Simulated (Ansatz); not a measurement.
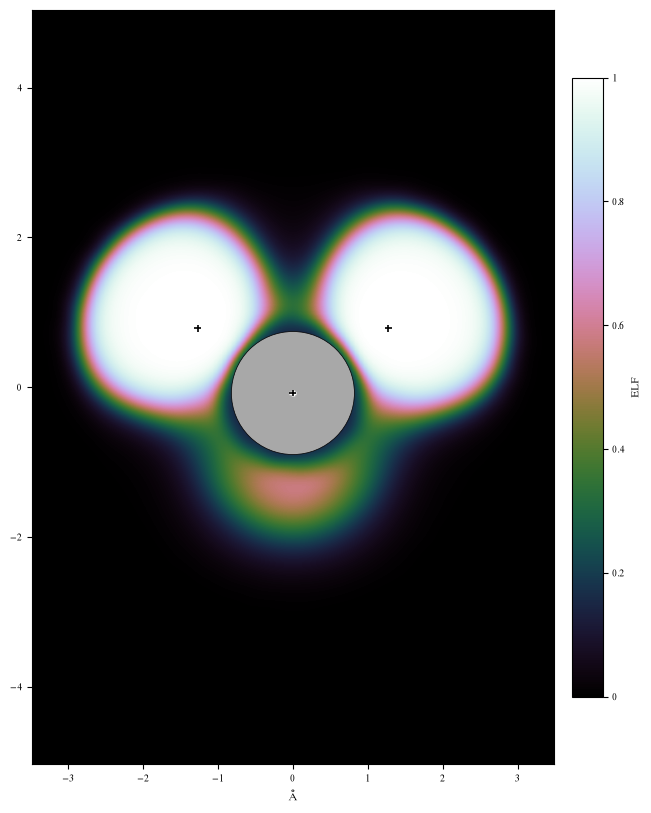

The ELF on a plane through atoms (crosses mark nuclei in the plane; grey discs cover the cores).

Level of theory: UKS PBE0-D4/def2-TZVPP in Ansatz 0.2.0.

Candidates:
A. HBr···GeH3 (doublet)
B. CHGaN (doublet)

Which candidate gave the map?

Candidate A: HBr···GeH3 on the plane of atoms H4, Ge2 and H6, which holds Ge and H. Ge–H (1.54 Å): the ELF climbs to about 1 towards the hydrogen.
